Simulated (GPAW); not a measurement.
Band structure of V3Pt (Pm-3m, 4 atoms in the cell).

```
V3Pt
1.0
    3.81067     0.00000     0.00000
    0.00000     3.81067     0.00000
    0.00000     0.00000     3.81067
V Pt
3 1
Direct
  0.50000   0.50000   0.00000
  0.00000   0.50000   0.50000
  0.50000   0.00000   0.50000
  0.00000   0.00000   0.00000
```
Moments meant for the start (each program seeds them in its own way; μB, in the order of the atoms V V V Pt): 2.0 2.0 2.0 0.0.

Method of the run: PBEsol, GPAW PAW datasets PBEsol (made by gpaw-setup) (plane waves; GPAW).

Settings: spinpol = true; mode = pw; ecut = 850 eV; xc = PBEsol; kpts = 7 7 7; mesh shift (steps) = 0 0 0; occupations.name = methfessel-paxton; occupations.width = 0.136 eV; occupations.order = 0; nbands = -10; convergence.density = 1e-05 e/electron; symmetry.symmorphic = false; symmetry.tolerance = 0.0005; maxiter = 100.

The starting cell comes from a database of computed structures (which also holds hypothetical and non-ambient phases and stackings), without a prior relaxation at this level. Its lattice was rescaled by a random factor within 2.5 % of one. Spin-orbit coupling is off. The starting moments vanished: the run ended non-magnetic, which need not be the lowest state.

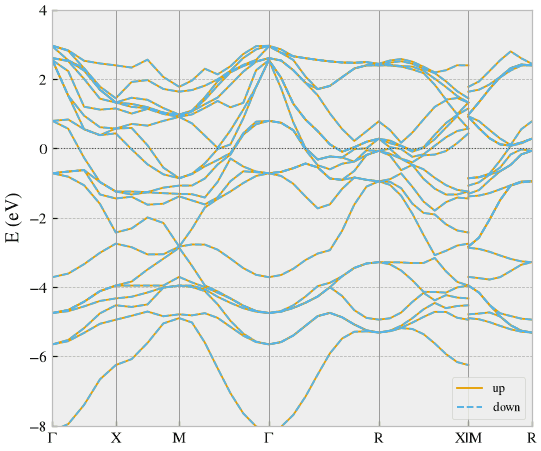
Figure. Bands along the path, energies from the Fermi level.

Levels in eV from the Fermi level, bands 24 to 31 of the first spin channel:
| point | 24 | 25 | 26 | 27 | 28 | 29 | 30 | 31 |
|---|---|---|---|---|---|---|---|---|
| Γ | -0.72 | -0.72 | 0.79 | 0.79 | 2.54 | 2.54 | 2.54 | 2.60 |
| X | -1.45 | -1.25 | -1.25 | 0.43 | 0.57 | 0.57 | 1.15 | 1.32 |
| M | -1.39 | -1.31 | -1.07 | -0.86 | -0.86 | 0.91 | 0.91 | 0.92 |
| R | -0.95 | -0.07 | -0.07 | -0.07 | 0.28 | 0.28 | 0.28 | 0.78 |

Bands cross the Fermi level along this path, so the cell is metallic at this level.

The net moment of the cell came out as 0.00 μB.
